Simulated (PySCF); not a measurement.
Run report: C2H6AlAs, geometry relaxation

- system: C2H6AlAs, SMILES C#[C][AlH2-][AsH3+]
- method: PBE0-D3(BJ)/def2-SVP geometry optimisation, gas phase (PySCF 2.14.0)

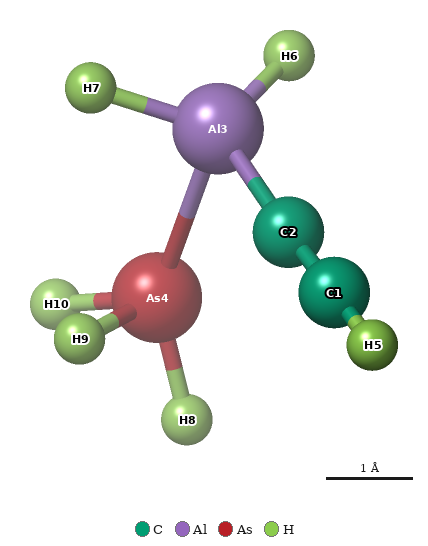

Figure 1. The structure as given in the input (ball-and-stick view, seen at a tilt; atoms are numbered from 1 in the order of the input). Sticks mark near contacts.

## Input file
```
{"job": {"xc": "PBE0", "basis": "def2-SVP", "d3": "d3bj", "grid": 1, "shake": 0.01, "kind": "geom"}, "charge": 0, "multiplicity": 1}
C      1.732410    -2.110970     0.276150
C      1.406070    -0.939930     0.021930
Al     1.005000     0.942240    -0.380230
As    -1.541400     0.521570    -0.269660
H      1.967430    -3.093420     0.477900
H      1.140500     1.554570    -1.806120
H      0.963130     1.987830     0.798060
H     -2.581730    -0.559540    -0.430040
H     -1.393610     0.176760     1.189070
H     -2.647370     1.499950     0.101890
```

The first line tells a small driver script what to run in PySCF; the rest is the geometry in Å.

Launch command:
```bash
OMP_NUM_THREADS=1 python <driver script> task.json out
```

## The program's output
```
step   0  E = -2557.13245016  max force = 0.074352
step   1  E = -2557.14059542  max force = 0.018260
step   2  E = -2557.14338608  max force = 0.013883
step   3  E = -2557.14603138  max force = 0.012702
step   4  E = -2557.14690319  max force = 0.005884
step   5  E = -2557.14774544  max force = 0.001889
step   6  E = -2557.14832041  max force = 0.003378
step   7  E = -2557.14846360  max force = 0.003361
step   8  E = -2557.14859677  max force = 0.000941
step   9  E = -2557.14860886  max force = 0.000492
step  10  E = -2557.14861624  max force = 0.000212
optimisation converged
```

## Trajectory as extended XYZ (Å, eV, eV/Å), 11 frames, from step=0 to step=10
```
10
Properties=species:S:1:pos:R:3:forces:R:3 step=0 energy=-69583.11821
C     1.7324   -2.1110    0.2762   -1.1487   3.8234  -0.8370
C     1.4061   -0.9399    0.0219    0.5513  -1.3065   0.2559
Al    1.0050    0.9422   -0.3802    0.4272  -0.4332  -0.0575
As   -1.5414    0.5216   -0.2697   -1.1841   0.0208   0.9240
H     1.9674   -3.0934    0.4779    0.5363  -1.9939   0.4292
H     1.1405    1.5546   -1.8061    0.2189  -0.0154  -0.4917
H     0.9631    1.9878    0.7981   -0.0660   0.0394   0.3072
H    -2.5817   -0.5595   -0.4300    0.2473  -0.3234  -0.4670
H    -1.3936    0.1768    1.1891    0.1147  -0.1375   0.2552
H    -2.6474    1.4999    0.1019    0.3031   0.3263  -0.3182
10
Properties=species:S:1:pos:R:3:forces:R:3 step=1 energy=-69583.33985
C     1.6182   -2.0670    0.2520    0.0979  -0.2617   0.0236
C     1.4332   -0.8879   -0.0062   -0.0780   0.2417  -0.0408
Al    1.0461    0.9733   -0.4001    0.1587   0.0411  -0.2285
As   -1.5477    0.5058   -0.2213   -0.4729  -0.1405   0.9389
H     1.8087   -3.1078    0.4688   -0.0446   0.1517  -0.0183
H     1.2494    1.5620   -1.8552    0.0901  -0.0808  -0.1172
H     0.9561    2.0098    0.8037   -0.0221  -0.0416   0.1046
H    -2.4849   -0.6643   -0.4266    0.1292  -0.0360  -0.3668
H    -1.3851    0.1578    1.2477    0.0767  -0.0303  -0.0108
H    -2.6438    1.4971    0.1161    0.0650   0.1563  -0.2848
10
Properties=species:S:1:pos:R:3:forces:R:3 step=2 energy=-69583.41579
C     1.6434   -2.0619    0.2350    0.0363   0.0088  -0.0209
C     1.4441   -0.8820   -0.0157   -0.0378  -0.0407   0.0693
Al    1.0440    0.9700   -0.3965    0.0363   0.1049  -0.2945
As   -1.5755    0.4980   -0.1660   -0.0884  -0.0445   0.7139
H     1.8411   -3.0981    0.4481   -0.0110   0.0061   0.0022
H     1.2688    1.5140   -1.8726    0.0214  -0.0322  -0.0153
H     0.9675    2.0057    0.8142   -0.0212  -0.0487   0.0410
H    -2.4980   -0.6659   -0.4549    0.0763   0.0420  -0.2463
H    -1.4444    0.1519    1.3068   -0.0281  -0.0112  -0.0583
H    -2.6408    1.5472    0.0804    0.0162   0.0155  -0.1911
10
Properties=species:S:1:pos:R:3:forces:R:3 step=3 energy=-69583.48777
C     1.6903   -2.0577    0.2171   -0.0282   0.1727  -0.0338
C     1.4594   -0.8827   -0.0319    0.0605  -0.1694   0.0725
Al    1.0333    0.9606   -0.4188   -0.2492  -0.0217  -0.0943
As   -1.6000    0.4775   -0.0138    0.6532   0.1882  -0.0473
H     1.9060   -3.0862    0.4338    0.0233  -0.1172   0.0214
H     1.2272    1.4632   -1.9199   -0.0600   0.0149   0.0743
H     0.9935    1.9728    0.8174    0.0446   0.0202  -0.0335
H    -2.4815   -0.6179   -0.5585   -0.0750   0.0332   0.0210
H    -1.6124    0.1107    1.4510   -0.2132  -0.0080  -0.0410
H    -2.5654    1.6385    0.0024   -0.1559  -0.1129   0.0608
10
Properties=species:S:1:pos:R:3:forces:R:3 step=4 energy=-69583.51149
C     1.6863   -2.0644    0.2216   -0.0209   0.1146  -0.0223
C     1.4588   -0.8893   -0.0299   -0.0079  -0.0983   0.0465
Al    1.0395    0.9581   -0.4221   -0.1544   0.0238  -0.0438
As   -1.5836    0.5127   -0.0173    0.3026   0.1085   0.0357
H     1.8986   -3.0945    0.4408    0.0158  -0.0665   0.0124
H     1.2214    1.4575   -1.9232   -0.0544   0.0086   0.0413
H     1.0321    1.9768    0.8097    0.0503   0.0085  -0.0352
H    -2.4371   -0.5974   -0.5802    0.0043  -0.0297   0.0170
H    -1.6237    0.1298    1.4422   -0.1211  -0.0796  -0.0212
H    -2.6420    1.5897    0.0372   -0.0142   0.0102  -0.0305
10
Properties=species:S:1:pos:R:3:forces:R:3 step=5 energy=-69583.53441
C     1.6871   -2.0672    0.2292   -0.0037  -0.0108   0.0072
C     1.4525   -0.8946   -0.0254   -0.0175   0.0043  -0.0148
Al    1.0304    0.9554   -0.4266   -0.0775  -0.0163   0.0972
As   -1.5553    0.5281    0.0194    0.0359   0.0461  -0.0124
H     1.9047   -3.0974    0.4522    0.0006   0.0131  -0.0025
H     1.1493    1.4494   -1.9317   -0.0454   0.0056  -0.0174
H     1.0962    1.9799    0.7979    0.0567   0.0216  -0.0368
H    -2.3764   -0.5624   -0.6284    0.0446  -0.0294   0.0234
H    -1.7043    0.0990    1.4579   -0.0394  -0.0686  -0.0109
H    -2.6339    1.5888    0.0345    0.0456   0.0345  -0.0329
10
Properties=species:S:1:pos:R:3:forces:R:3 step=6 energy=-69583.55006
C     1.6954   -2.0685    0.2373    0.0044  -0.0743   0.0240
C     1.4444   -0.8989   -0.0143    0.0133   0.0549  -0.0531
Al    1.0055    0.9516   -0.4135    0.0700  -0.0764   0.1737
As   -1.5252    0.5259    0.0720   -0.1519   0.0241  -0.0775
H     1.9269   -3.0970    0.4589   -0.0091   0.0523  -0.0108
H     1.0180    1.4269   -1.9280   -0.0399   0.0061  -0.0534
H     1.1893    1.9941    0.7821    0.0329   0.0261  -0.0334
H    -2.3074   -0.5231   -0.6825    0.0457  -0.0128  -0.0043
H    -1.8331    0.0440    1.4670    0.0199  -0.0017   0.0146
H    -2.5634    1.6239    0.0000    0.0146   0.0017   0.0202
10
Properties=species:S:1:pos:R:3:forces:R:3 step=7 energy=-69583.55395
C     1.6929   -2.0701    0.2402   -0.0020  -0.0348   0.0141
C     1.4441   -0.8993   -0.0084    0.0011   0.0340  -0.0320
Al    1.0076    0.9520   -0.4004    0.0870  -0.0320   0.0858
As   -1.5245    0.5356    0.0713   -0.1728  -0.0018  -0.0026
H     1.9234   -3.0987    0.4585   -0.0030   0.0224  -0.0051
H     0.9889    1.4157   -1.9216   -0.0253   0.0008  -0.0257
H     1.2287    2.0064    0.7769    0.0167   0.0144  -0.0202
H    -2.2804   -0.5220   -0.6965    0.0408  -0.0112  -0.0153
H    -1.8500    0.0431    1.4593    0.0334  -0.0114   0.0110
H    -2.5803    1.6160   -0.0004    0.0241   0.0196  -0.0099
10
Properties=species:S:1:pos:R:3:forces:R:3 step=8 energy=-69583.55758
C     1.6975   -2.0728    0.2443   -0.0113   0.0290  -0.0016
C     1.4486   -0.9006    0.0017   -0.0011  -0.0084   0.0046
Al    1.0102    0.9509   -0.3769    0.0484   0.0005  -0.0289
As   -1.5329    0.5417    0.0861   -0.0369   0.0259   0.0168
H     1.9293   -3.1013    0.4561    0.0053  -0.0226   0.0033
H     0.9261    1.3905   -1.9083   -0.0041  -0.0007   0.0203
H     1.2963    2.0251    0.7659   -0.0057   0.0012  -0.0022
H    -2.2388   -0.5128   -0.7294    0.0020  -0.0106   0.0004
H    -1.9035    0.0338    1.4577    0.0051  -0.0158  -0.0042
H    -2.5825    1.6244   -0.0183   -0.0017   0.0016  -0.0086
10
Properties=species:S:1:pos:R:3:forces:R:3 step=9 energy=-69583.55791
C     1.6922   -2.0727    0.2472   -0.0041   0.0052   0.0010
C     1.4485   -0.8998    0.0033   -0.0046  -0.0019   0.0026
Al    1.0167    0.9525   -0.3771    0.0149   0.0092  -0.0240
As   -1.5340    0.5447    0.0825   -0.0115   0.0107   0.0253
H     1.9200   -3.1025    0.4596    0.0009  -0.0062   0.0012
H     0.9274    1.3936   -1.9068    0.0050  -0.0029   0.0076
H     1.3027    2.0281    0.7641   -0.0031  -0.0011   0.0021
H    -2.2341   -0.5160   -0.7305    0.0019  -0.0024  -0.0016
H    -1.8972    0.0311    1.4542    0.0002  -0.0106  -0.0041
H    -2.5919    1.6199   -0.0176    0.0004   0.0000  -0.0101
10
Properties=species:S:1:pos:R:3:forces:R:3 step=10 energy=-69583.55811
C     1.6865   -2.0723    0.2502   -0.0013  -0.0055   0.0019
C     1.4473   -0.8987    0.0047   -0.0027  -0.0016   0.0015
Al    1.0212    0.9544   -0.3781   -0.0039   0.0091  -0.0061
As   -1.5333    0.5462    0.0841    0.0056   0.0045   0.0109
H     1.9105   -3.1029    0.4635   -0.0015   0.0038   0.0000
H     0.9290    1.3941   -1.9071    0.0058  -0.0020  -0.0024
H     1.3088    2.0309    0.7618    0.0002  -0.0022   0.0016
H    -2.2258   -0.5158   -0.7339    0.0009  -0.0014   0.0002
H    -1.8983    0.0262    1.4528   -0.0016  -0.0055  -0.0032
H    -2.5955    1.6168   -0.0189   -0.0015   0.0009  -0.0043
```

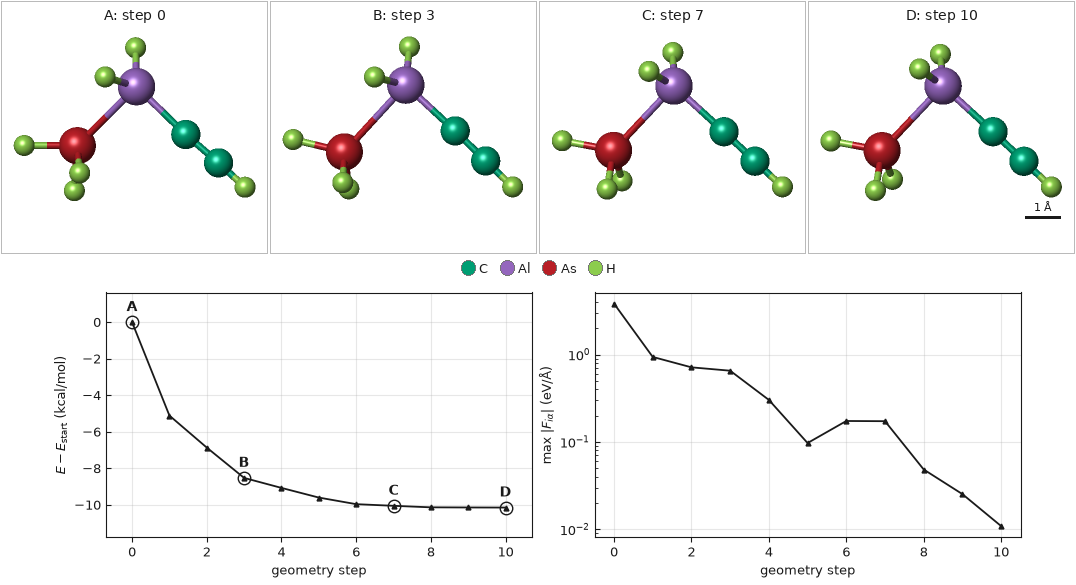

Figure 2. Frames of the relaxation (ball-and-stick view, seen at a tilt) above the curves, on which the letters mark them (steps are counted from 0).

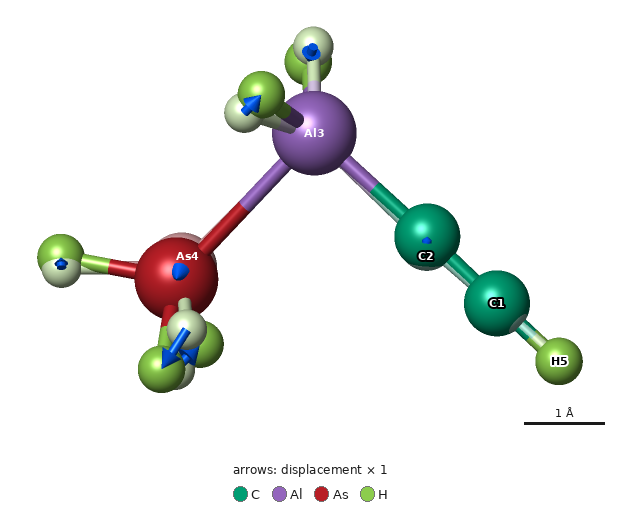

Figure 3. Start (faint) and end (solid) with the displacements as blue arrows, at true length (ball-and-stick view, seen at a tilt). The two geometries are laid on each other by the best rigid fit. After 10 geometry steps the energy has fallen by 10.1 kcal/mol. The largest force component goes from 3.8 to 0.011 eV/Å. The largest move after the best rigid fit is that of H9, 0.60 Å. By element the largest moves are H 0.60 Å, As 0.36 Å, C 0.08 Å, Al 0.02 Å. Among the contacts that change: C1–H5 1.030 → 1.076 Å, Al3–As4 2.583 → 2.628 Å, Al3–H6 1.558 → 1.594 Å, C2–Al3 1.966 → 1.940 Å. Among the angles that change: Al3–As4–H9 89.0° → 116.6°, Al3–As4–H8 142.3° → 117.4°, H8–As4–H10 89.2° → 98.0°. (Atoms are counted from 1 in the order of the input.)

## Results in brief

- outcome: converged
- total energy: −2557.148616 hartree
- dipole moment: 4.09 D
- point group: Cs
- hardware: 1 CPU thread, shared host
- wall time: 46 s
- peak memory: 0.45 GiB
